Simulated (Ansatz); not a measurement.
# Al18HO: geometry relaxation (part 2 of 2)

Al18HO (slab, 20 atoms in the cell); DFT r2SCAN, scalar-relativistic, plane waves, PAW (Ansatz 0.2.0); cutoff 500 eV, 1×2×1 k-mesh, Fermi–Dirac smearing of 0.15 eV. The run did not end well. The input holds or restrains some coordinates. Forces given for the steps count only the free coordinates. It belongs to a series of runs on one base structure; here: start relaxed.

Geometry of the input (Å; fractional positions):
```
12.1500  0.0000  0.0000
0.0000  5.7276  0.0000
0.0000  0.0000  13.8638
Al 0.0000  0.0000  0.0721
Al 0.3333  0.0000  0.0721
Al 0.6667  0.0000  0.0721
Al 0.0000  0.5000  0.0721
Al 0.3333  0.5000  0.0721
Al 0.6667  0.5000  0.0721
Al 0.1667  0.2500  0.1754
Al 0.5000  0.2500  0.1754
Al 0.8333  0.2500  0.1754
Al 0.1667  0.7500  0.1754
Al 0.5000  0.7500  0.1754
Al 0.8333  0.7500  0.1754
Al 0.0000  0.0000  0.2787
Al 0.3333  0.0000  0.2787
Al 0.6667  0.0000  0.2787
Al 0.0000  0.5000  0.2787
Al 0.3333  0.5000  0.2787
Al 0.6667  0.5000  0.2787
O  0.5014  0.2348  0.3126
H  0.4811  0.2646  0.3797
```

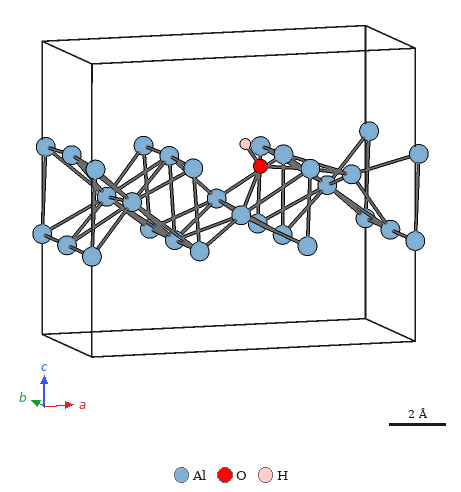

The geometry at step 7 of the log (ball-and-stick view of the cell of the calculation, with the vacuum cut short, seen slightly off an axis).

## Output, continued
```
  k-point 0: bands = ["-24.2676", "-11.3544", "-10.1750", "-9.2705", "-8.7379", "-8.3478", "-8.0260", "-6.8594", "-6.3015", "-6.0203", "-5.6298", "-5.4291", "-5.1497", "-4.9672", "-4.4053", "-4.3054", "-4.1961", "-3.6906", "-2.8253", "-2.5757", "-2.3666", "-2.1436", "-2.0779", "-1.8926", "-1.8030", "-1.6829", "-1.6370", "-1.5412", "-1.4488", "-1.0452", "-0.6082", "-0.5233", "0.3056", "0.5040", "0.6260", "0.9180", "1.3620", "1.5678", "1.6922", "1.7515", "1.9461", "1.9622", "2.2316", "2.2697", "2.2997", "2.5317", "2.6940", "2.8618", "3.1835", "3.2766", "3.4452", "3.4992", "3.6081"]
  k-point 1: bands = ["-24.2667", "-11.2727", "-9.4212", "-9.0442", "-8.7617", "-8.5321", "-7.8620", "-7.3046", "-7.2641", "-7.0356", "-5.6986", "-5.6799", "-5.2819", "-5.0990", "-5.0220", "-4.6573", "-4.3722", "-3.8864", "-3.7898", "-2.7038", "-1.8261", "-1.6403", "-1.4786", "-1.3891", "-1.3212", "-0.9771", "-0.7967", "-0.7537", "-0.6928", "-0.2914", "-0.2345", "0.2717", "0.3189", "0.9776", "1.2735", "1.3894", "1.4372", "1.4968", "1.6198", "1.6597", "1.9762", "2.2860", "2.6630", "2.6875", "2.8256", "2.9097", "3.0908", "3.1067", "3.1705", "3.4620", "3.4948", "3.6424", "3.6775"]
End of that report.
Error: SIGTERM received: cancelled by the caller after 5 completed SCF iterations
```

## Trajectory as extended XYZ (Å, eV, eV/Å), 12 frames, from step=1 to step=12
```
20
Lattice="12.1500 0.0000 0.0000 0.0000 5.7276 0.0000 0.0000 0.0000 13.8638" Properties=species:S:1:pos:R:3:forces:R:3 step=1 energy=-10300.17682
Al    0.0000    0.0000    1.0000   -0.0139  -0.3854  -0.1713
Al    4.0500    0.0000    1.0000    0.1939  -0.0549  -0.0999
Al    8.1000    0.0000    1.0000   -0.2046  -0.0907  -0.1121
Al    0.0000    2.8638    1.0000   -0.0059   0.3782  -0.1559
Al    4.0500    2.8638    1.0000    0.1764   0.0384  -0.1028
Al    8.1000    2.8638    1.0000   -0.1874   0.0800  -0.1033
Al    2.0250    1.4319    2.4319   -0.1402   0.0440   0.3379
Al    6.0750    1.4319    2.4319   -0.1119   0.1310  -0.8929
Al   10.1250    1.4319    2.4319    0.1268   0.0394   0.4021
Al    2.0250    4.2957    2.4319   -0.1198  -0.0311   0.1028
Al    6.0750    4.2957    2.4319   -0.0035  -0.0978  -0.3469
Al   10.1250    4.2957    2.4319    0.1393  -0.0270   0.0895
Al    0.0000    0.0000    3.8638    0.0028  -0.0196   0.2393
Al    4.0500    0.0000    3.8638   -0.5485  -0.6556   0.1193
Al    8.1000    0.0000    3.8638    0.4428  -0.6052   0.1954
Al    0.0000    2.8638    3.8638    0.0043   0.0281   0.2358
Al    4.0500    2.8638    3.8638   -0.7553   0.8296   0.0410
Al    8.1000    2.8638    3.8638    0.5974   0.7361   0.1024
O     6.0922    1.3448    4.3338    0.2654  -0.3424   0.6164
H     5.8454    1.5153    5.2638    0.1418   0.0048  -0.4995
20
Lattice="12.1500 0.0000 0.0000 0.0000 5.7276 0.0000 0.0000 0.0000 13.8638" Properties=species:S:1:pos:R:3:forces:R:3 step=2 energy=-10300.83855
Al    0.0000    0.0000    1.0000   -0.0331  -0.3156  -0.0627
Al    4.0500    0.0000    1.0000    0.0751  -0.1353  -0.0519
Al    8.1000    0.0000    1.0000   -0.1235  -0.1568  -0.0078
Al    0.0000    2.8638    1.0000   -0.0371   0.2878  -0.0371
Al    4.0500    2.8638    1.0000    0.0832   0.1123  -0.0680
Al    8.1000    2.8638    1.0000   -0.1286   0.1343  -0.0161
Al    1.9794    1.4403    2.5293    0.0397   0.0290   0.2812
Al    6.0691    1.4361    2.3382   -0.1104   0.1302  -0.1600
Al   10.1650    1.4389    2.5500   -0.0708   0.0304   0.3576
Al    1.9644    4.2982    2.4526   -0.1179   0.0077   0.0372
Al    6.0726    4.2797    2.3589    0.0175  -0.0656  -0.2618
Al   10.1851    4.2962    2.4554    0.1123  -0.0040   0.0359
Al    0.0019   -0.0037    3.9714    0.0059  -0.0780   0.1391
Al    3.9505   -0.0794    3.8882   -0.1873  -0.1215   0.0748
Al    8.1917   -0.0872    3.9000    0.0650  -0.1218   0.0790
Al    0.0024    2.8753    3.9720    0.0117   0.0867   0.1391
Al    3.9036    2.9856    3.8760   -0.2994   0.2598   0.1068
Al    8.2177    2.9709    3.8872    0.2700   0.3068   0.0409
O     6.1255    1.2933    4.2476    0.3687  -0.4712  -0.0919
H     5.9218    1.5042    5.1755    0.0587   0.0846  -0.5376
20
Lattice="12.1500 0.0000 0.0000 0.0000 5.7276 0.0000 0.0000 0.0000 13.8638" Properties=species:S:1:pos:R:3:forces:R:3 step=3 energy=-10301.19578
Al    0.0000    0.0000    1.0000   -0.0583  -0.2083   0.0317
Al    4.0500    0.0000    1.0000   -0.0910  -0.1808  -0.0039
Al    8.1000    0.0000    1.0000    0.0145  -0.2629   0.0094
Al    0.0000    2.8638    1.0000   -0.0707   0.1536   0.0742
Al    4.0500    2.8638    1.0000   -0.0983   0.1431  -0.0122
Al    8.1000    2.8638    1.0000    0.0361   0.2100   0.0110
Al    1.9848    1.4551    2.6536   -0.0177   0.0332   0.1259
Al    6.0666    1.4391    2.1966   -0.0857   0.0836   0.2544
Al   10.1512    1.4524    2.7061    0.0842   0.0359   0.2404
Al    1.9167    4.3091    2.4729   -0.0925   0.0349  -0.0504
Al    6.0763    4.2608    2.2556   -0.0034  -0.0270  -0.0894
Al   10.2376    4.3033    2.4703    0.1296   0.0152  -0.0993
Al    0.0059   -0.0227    4.0548    0.0006   0.0499   0.0727
Al    3.8906   -0.0943    3.9129    0.0540   0.1891   0.0265
Al    8.2507   -0.1272    3.9078   -0.3131   0.3767   0.0218
Al    0.0093    2.9079    4.0566    0.0009  -0.0331   0.0725
Al    3.8117    3.0628    3.9289   -0.0084  -0.1101   0.0912
Al    8.3024    3.0595    3.9017    0.0223  -0.0981   0.0099
O     6.1879    1.2084    4.0955    0.5382  -0.5906  -0.3276
H     6.0216    1.4869    5.0095   -0.0415   0.1857  -0.4587
20
Lattice="12.1500 0.0000 0.0000 0.0000 5.7276 0.0000 0.0000 0.0000 13.8638" Properties=species:S:1:pos:R:3:forces:R:3 step=4 energy=-10301.45358
Al    0.0000    0.0000    1.0000   -0.0334  -0.0407   0.1101
Al    4.0500    0.0000    1.0000   -0.2552  -0.2058  -0.0219
Al    8.1000    0.0000    1.0000    0.1819  -0.4201  -0.0502
Al    0.0000    2.8638    1.0000   -0.0519   0.0035   0.1863
Al    4.0500    2.8638    1.0000   -0.3061   0.1451  -0.0108
Al    8.1000    2.8638    1.0000    0.2459   0.3443   0.0073
Al    1.9721    1.4986    2.7671    0.0337   0.0185  -0.0262
Al    6.0743    1.4295    2.0559   -0.1021   0.0870   0.3911
Al   10.2132    1.5054    2.8887   -0.0137   0.0711   0.1401
Al    1.8949    4.3381    2.4951    0.0543   0.0434  -0.0183
Al    6.0694    4.2425    2.1888    0.0354   0.0206   0.0437
Al   10.2949    4.3451    2.4792   -0.0805   0.0166  -0.0569
Al    0.0340    0.0041    4.1569    0.0197   0.0640  -0.0333
Al    3.9118   -0.0560    3.8969    0.0496   0.1826   0.0087
Al    8.2330   -0.0592    3.8665   -0.5622   0.5191  -0.0584
Al    0.0391    2.9615    4.1723    0.0105  -0.0569  -0.0534
Al    3.8107    3.1085    3.9804    0.0507  -0.1659   0.0282
Al    8.3291    3.1540    3.8837   -0.0185  -0.1420  -0.0535
O     6.2829    1.1603    3.9367    0.8520  -0.7091  -0.1496
H     6.0707    1.5037    4.8192   -0.1102   0.2245  -0.3828
20
Lattice="12.1500 0.0000 0.0000 0.0000 5.7276 0.0000 0.0000 0.0000 13.8638" Properties=species:S:1:pos:R:3:forces:R:3 step=5 energy=-10301.75020
Al    0.0000    0.0000    1.0000   -0.0386   0.0360   0.1319
Al    4.0500    0.0000    1.0000   -0.3239  -0.1812  -0.0326
Al    8.1000    0.0000    1.0000    0.2964  -0.5738  -0.1831
Al    0.0000    2.8638    1.0000   -0.0614  -0.0550   0.2409
Al    4.0500    2.8638    1.0000   -0.3879   0.0941  -0.0201
Al    8.1000    2.8638    1.0000    0.3552   0.4400  -0.0175
Al    1.9811    1.5289    2.8057   -0.0180  -0.0113  -0.1456
Al    6.0844    1.4145    1.9887   -0.2107   0.1416   0.2104
Al   10.2311    1.5563    3.0247   -0.0353   0.0639   0.0740
Al    1.9065    4.3641    2.4938    0.0716   0.0353   0.0024
Al    6.0684    4.2320    2.1656    0.0184  -0.0286   0.0887
Al   10.2950    4.3858    2.4651   -0.1035   0.0295  -0.0360
Al    0.0582    0.0305    4.1819    0.0283   0.0055  -0.0662
Al    3.9265   -0.0220    3.8919   -0.0721   0.0863   0.0406
Al    8.1647    0.0229    3.8203   -0.4803   0.3955  -0.1130
Al    0.0660    2.9928    4.2007    0.0323   0.0213  -0.0551
Al    3.8157    3.1253    4.0116    0.1766  -0.1704   0.0391
Al    8.3285    3.2342    3.8608    0.0005  -0.0029  -0.0595
O     6.4290    1.0845    3.8329    0.9009  -0.4573   0.3464
H     6.1581    1.4912    4.6783   -0.1492   0.1317  -0.4436
20
Lattice="12.1500 0.0000 0.0000 0.0000 5.7276 0.0000 0.0000 0.0000 13.8638" Properties=species:S:1:pos:R:3:forces:R:3 step=6 energy=-10301.85801
Al    0.0000    0.0000    1.0000   -0.0449   0.1133   0.1070
Al    4.0500    0.0000    1.0000   -0.3307  -0.1467  -0.0091
Al    8.1000    0.0000    1.0000    0.3015  -0.6929  -0.2789
Al    0.0000    2.8638    1.0000   -0.0747  -0.0752   0.2537
Al    4.0500    2.8638    1.0000   -0.4468   0.0527  -0.0480
Al    8.1000    2.8638    1.0000    0.3535   0.5315  -0.0113
Al    1.9827    1.5446    2.7714   -0.0090  -0.0163  -0.1810
Al    6.0756    1.4147    1.9737   -0.1951   0.0627   0.0955
Al   10.2445    1.6170    3.1246    0.0065   0.0456   0.0398
Al    1.9351    4.3720    2.4894    0.0782  -0.0238   0.0122
Al    6.0668    4.2171    2.1797    0.0184   0.0010   0.0931
Al   10.2811    4.4337    2.4377   -0.0438   0.0614  -0.0343
Al    0.0851    0.0496    4.1670    0.0357   0.0130  -0.0406
Al    3.8719   -0.0204    3.9246   -0.0598   0.0778   0.1274
Al    8.1153    0.1275    3.7888    1.3500  -0.8118  -0.1254
Al    0.1037    3.0279    4.2029    0.0343   0.0243  -0.0503
Al    3.8797    3.0819    4.0230    0.1495  -0.1281  -0.0140
Al    8.3393    3.3316    3.8412   -0.0299   0.0994  -0.0362
O     6.6170    1.0602    3.7877   -1.0544   0.9381   0.6552
H     6.2158    1.4853    4.5837   -0.0382  -0.1260  -0.5531
20
Lattice="12.1500 0.0000 0.0000 0.0000 5.7276 0.0000 0.0000 0.0000 13.8638" Properties=species:S:1:pos:R:3:forces:R:3 step=7 energy=-10301.99807
Al    0.0000    0.0000    1.0000   -0.0282   0.1646   0.0734
Al    4.0500    0.0000    1.0000   -0.2551  -0.0943  -0.0020
Al    8.1000    0.0000    1.0000    0.2758  -0.7547  -0.3124
Al    0.0000    2.8638    1.0000   -0.1010  -0.0608   0.2626
Al    4.0500    2.8638    1.0000   -0.3442   0.0418  -0.0474
Al    8.1000    2.8638    1.0000    0.2563   0.5681   0.0469
Al    2.0187    1.5596    2.6542    0.0527  -0.0287  -0.2106
Al    6.0689    1.4121    2.0115   -0.0700   0.0842   0.1983
Al   10.3313    1.7544    3.2410    0.0348   0.0223   0.0406
Al    1.9884    4.3817    2.4471    0.0035  -0.0165  -0.0606
Al    6.0652    4.2232    2.2134    0.0547  -0.0702   0.0837
Al   10.3013    4.4730    2.4637   -0.0139   0.0435  -0.0425
Al    0.1663    0.1015    4.1248    0.0444  -0.0191   0.0422
Al    3.8127    0.0092    4.0099   -0.0320   0.1061   0.1039
Al    8.2727    0.2033    3.7613    0.5447  -0.4355   0.0485
Al    0.2511    3.0889    4.2136   -0.0170   0.0116  -0.0320
Al    3.9140    3.0827    4.0176    0.1395  -0.1408  -0.0162
Al    8.3026    3.3856    3.8271   -0.0393   0.0710  -0.1275
O     6.6733    1.0465    3.8028   -0.1693   0.3448  -0.2961
H     6.2089    1.3670    4.5868   -0.3371   0.1637   0.2485
20
Lattice="12.1500 0.0000 0.0000 0.0000 5.7276 0.0000 0.0000 0.0000 13.8638" Properties=species:S:1:pos:R:3:forces:R:3 step=8 energy=-10302.11252
Al    0.0000    0.0000    1.0000   -0.0677   0.2619  -0.0047
Al    4.0500    0.0000    1.0000    0.0122   0.0042  -0.0374
Al    8.1000    0.0000    1.0000    0.1924  -0.7425  -0.1774
Al    0.0000    2.8638    1.0000   -0.1727  -0.0814   0.2655
Al    4.0500    2.8638    1.0000   -0.1307   0.0510  -0.1016
Al    8.1000    2.8638    1.0000    0.1631   0.6122  -0.0398
Al    2.0679    1.5408    2.4703   -0.0163   0.0111  -0.0161
Al    6.0669    1.4456    2.0760   -0.0560  -0.0301   0.0909
Al   10.3991    1.8099    3.3400   -0.0178  -0.0414   0.0826
Al    2.0335    4.3682    2.3867    0.0071  -0.0850   0.0515
Al    6.0745    4.2229    2.2660    0.0016   0.1043  -0.0213
Al   10.3176    4.5052    2.4775    0.0063  -0.0377   0.0432
Al    0.2771    0.1240    4.1272    0.0775   0.0059  -0.0273
Al    3.7203    0.0271    4.1277    0.0005   0.0836  -0.0137
Al    8.3575    0.2271    3.8000    0.1173  -0.3103  -0.0158
Al    0.3563    3.1099    4.1833    0.0132  -0.0168  -0.0131
Al    3.9840    3.0388    3.9741   -0.0509  -0.0296   0.0354
Al    8.2580    3.3935    3.7439   -0.0126   0.0807  -0.0387
O     6.7728    1.2020    3.8333   -0.9109   0.3216   1.2432
H     6.1261    1.2702    4.6239    0.8441  -0.1627  -1.3044
20
Lattice="12.1500 0.0000 0.0000 0.0000 5.7276 0.0000 0.0000 0.0000 13.8638" Properties=species:S:1:pos:R:3:forces:R:3 step=9 energy=-10302.17638
Al    0.0000    0.0000    1.0000   -0.1044   0.2459   0.0541
Al    4.0500    0.0000    1.0000    0.1207   0.0757  -0.0579
Al    8.1000    0.0000    1.0000    0.1908  -0.7111  -0.1205
Al    0.0000    2.8638    1.0000   -0.2145  -0.1155   0.2668
Al    4.0500    2.8638    1.0000    0.0261   0.0339  -0.1058
Al    8.1000    2.8638    1.0000    0.1088   0.5802  -0.0797
Al    2.0844    1.5321    2.3878   -0.0747  -0.0353  -0.0213
Al    6.0703    1.4564    2.1221   -0.0735   0.0079  -0.0388
Al   10.4230    1.7875    3.5015    0.0276  -0.0601   0.0615
Al    2.0573    4.3374    2.3679   -0.0429   0.0069  -0.0424
Al    6.0693    4.2525    2.2741    0.0143   0.0317  -0.0335
Al   10.3496    4.4765    2.5303    0.0451  -0.0301   0.0869
Al    0.3925    0.1105    4.1215   -0.0689   0.0033  -0.0062
Al    3.6903    0.0559    4.1331    0.0392   0.0393   0.0017
Al    8.3667    0.1806    3.8042   -0.0093  -0.1217  -0.0474
Al    0.4334    3.0898    4.1872   -0.0732  -0.0071  -0.0153
Al    3.9686    3.0328    3.9921   -0.0063  -0.0285   0.0152
Al    8.2310    3.3681    3.7112    0.0232  -0.0387   0.0433
O     6.8048    1.2450    3.8663   -0.7811  -0.0003   0.9632
H     6.0860    1.1390    4.5828    0.8543   0.1240  -0.9221
20
Lattice="12.1500 0.0000 0.0000 0.0000 5.7276 0.0000 0.0000 0.0000 13.8638" Properties=species:S:1:pos:R:3:forces:R:3 step=10 energy=-10302.23304
Al    0.0000    0.0000    1.0000   -0.1976   0.1881   0.0595
Al    4.0500    0.0000    1.0000    0.0953   0.0870  -0.0859
Al    8.1000    0.0000    1.0000    0.1769  -0.6449  -0.0989
Al    0.0000    2.8638    1.0000   -0.2549  -0.1035   0.1918
Al    4.0500    2.8638    1.0000    0.0059   0.0240  -0.1358
Al    8.1000    2.8638    1.0000    0.1168   0.5320  -0.0587
Al    2.0561    1.5095    2.3619    0.0190  -0.0196   0.0038
Al    6.0617    1.4614    2.1296   -0.0511  -0.0025  -0.0893
Al   10.4053    1.6861    3.5773   -0.0029  -0.0194   0.0168
Al    2.0437    4.3244    2.3547    0.0379   0.0270  -0.0060
Al    6.0830    4.2656    2.2685    0.0014   0.0296  -0.0066
Al   10.4010    4.4258    2.6243   -0.0170   0.0141   0.0598
Al    0.4002    0.0799    4.1334    0.0241   0.0154   0.0020
Al    3.7262    0.0682    4.0916   -0.0209  -0.0192   0.0284
Al    8.3240    0.1017    3.7861   -0.0959  -0.0193  -0.0850
Al    0.3908    3.0637    4.1601    0.0712  -0.0160   0.0274
Al    3.9472    3.0211    3.9864   -0.0085  -0.0188   0.0315
Al    8.2378    3.2997    3.7281   -0.0584  -0.1282  -0.0181
O     6.8223    1.2915    3.8738   -0.2562  -0.0820   0.5259
H     6.0995    1.1408    4.5503    0.4140   0.1543  -0.3602
20
Lattice="12.1500 0.0000 0.0000 0.0000 5.7276 0.0000 0.0000 0.0000 13.8638" Properties=species:S:1:pos:R:3:forces:R:3 step=11 energy=-10302.29402
Al    0.0000    0.0000    1.0000   -0.2510   0.1641   0.1430
Al    4.0500    0.0000    1.0000    0.1343   0.1180  -0.0770
Al    8.1000    0.0000    1.0000    0.1146  -0.4837  -0.1332
Al    0.0000    2.8638    1.0000   -0.2514  -0.1206   0.2059
Al    4.0500    2.8638    1.0000    0.0506  -0.0064  -0.1117
Al    8.1000    2.8638    1.0000    0.0912   0.4245  -0.1154
Al    2.0603    1.4768    2.3337    0.0056   0.0241  -0.0310
Al    6.0475    1.4699    2.1635   -0.0266  -0.0303  -0.1740
Al   10.4099    1.5634    3.7284   -0.0051  -0.0182  -0.0294
Al    2.0656    4.3111    2.3430   -0.0350  -0.0057  -0.0428
Al    6.0889    4.2888    2.2683    0.0011  -0.0084   0.0391
Al   10.4635    4.3718    2.7697   -0.0435   0.0282   0.1121
Al    0.4756    0.0367    4.1608   -0.0315   0.0223  -0.0027
Al    3.7360    0.0588    4.1158    0.0473   0.0045  -0.0116
Al    8.2554   -0.0204    3.7422    0.1284   0.0308  -0.0509
Al    0.4371    3.0030    4.1641    0.0186  -0.0495  -0.0010
Al    3.9284    2.9862    4.0197    0.0151  -0.0356  -0.0018
Al    8.2241    3.1725    3.7141   -0.0236  -0.2098   0.0661
O     6.8904    1.3501    3.9070    0.2477   0.0427  -0.0915
H     6.1728    1.2110    4.5588   -0.1882   0.1075   0.3108
20
Lattice="12.1500 0.0000 0.0000 0.0000 5.7276 0.0000 0.0000 0.0000 13.8638" Properties=species:S:1:pos:R:3:forces:R:3 step=12 energy=-10302.36286
Al    0.0000    0.0000    1.0000   -0.3108   0.1458   0.1930
Al    4.0500    0.0000    1.0000    0.2070   0.0589  -0.0996
Al    8.1000    0.0000    1.0000    0.0416  -0.3663  -0.1351
Al    0.0000    2.8638    1.0000   -0.3151  -0.1262   0.2085
Al    4.0500    2.8638    1.0000    0.1712   0.0007  -0.1373
Al    8.1000    2.8638    1.0000    0.0634   0.3484  -0.0933
Al    2.0664    1.4566    2.2919   -0.0001  -0.0249   0.0184
Al    6.0498    1.4551    2.1793   -0.0778  -0.0515  -0.1387
Al   10.4388    1.4517    3.7546    0.0120   0.0256  -0.0445
Al    2.0665    4.2915    2.3173    0.0277   0.0359  -0.0147
Al    6.1061    4.2901    2.3104   -0.0786   0.0113   0.0296
Al   10.5237    4.3361    2.9515   -0.0063  -0.0416   0.0405
Al    0.5349   -0.0032    4.1744    0.0380   0.0479   0.0140
Al    3.8064    0.0470    4.0743    0.0515  -0.0078   0.0013
Al    8.2435   -0.1209    3.7247    0.0746  -0.0123  -0.0197
Al    0.4885    2.9198    4.1620    0.0771  -0.0463   0.0207
Al    3.9193    2.9407    4.0282    0.0227  -0.0294  -0.0006
Al    8.2453    3.0324    3.7375   -0.0176  -0.0502  -0.0029
O     6.9749    1.4035    3.9412    0.2527  -0.0414  -0.1693
H     6.2649    1.3102    4.6066   -0.2337   0.1232   0.3310
```

## Outcome

```json
{"quantity": "outcome", "value": "stopped at the time limit"}
{"quantity": "wall time", "value": "7.3 min"}
{"quantity": "peak memory", "value": "1.7 GiB"}
```

## Diagnosis

The run was cut off by its time limit, so the output is incomplete. The input asks for low accuracy.
